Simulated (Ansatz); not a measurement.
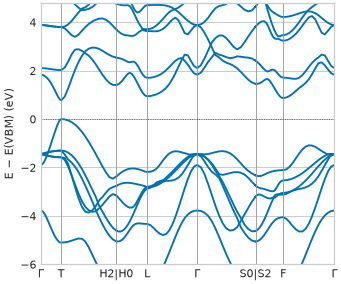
*Band structure from LDA in the plane-wave PAW code Ansatz*

Question: Read off the gap and where the band edges lie.

Answer: About 0.8 eV (0.78 eV by a search for the band edges); maximum at T, minimum at T.

The material is GaSe in space group R3m (No. 160; Ga on 3a, Ga on 3a, Se on 3a, Se on 3a).

The first step of the workflow began from a Materials Project structure, measured or hypothetical; the Crystallography Open Database copy checked does not list it. It is not the phase usual at ambient conditions (space group No. 194). The cell was relaxed with LDA under the symmetry of its start; its stability against distortions is not shown here. A crystal of weakly bound layers computed without a dispersion correction: the cell and the soft elastic constants depend strongly on that. Spin–orbit coupling is left out wherever it is not named.

Potentials: the later of the program's two PAW sets.
